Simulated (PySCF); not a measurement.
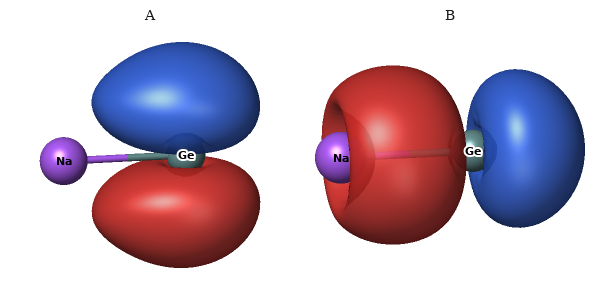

NaGe (quartet). Two frontier α-spin orbitals, each drawn at the value that holds 80 % of its norm (blue and red are the two phases), in no order; of a degenerate pair one member is drawn.

The calculation used PySCF 2.14.0, PBE0/6-31G(d,p), non-relativistic, at a bond length of 2.740 Å.

Question: Label each orbital by symmetry, say whether it is occupied, and order them by energy.

Answer: Orbital B: σ, occupied in this spin, −4.89 eV; mainly on Ge (75 %).
Orbital A: π, occupied in this spin, −4.23 eV; mainly on Ge (90 %).
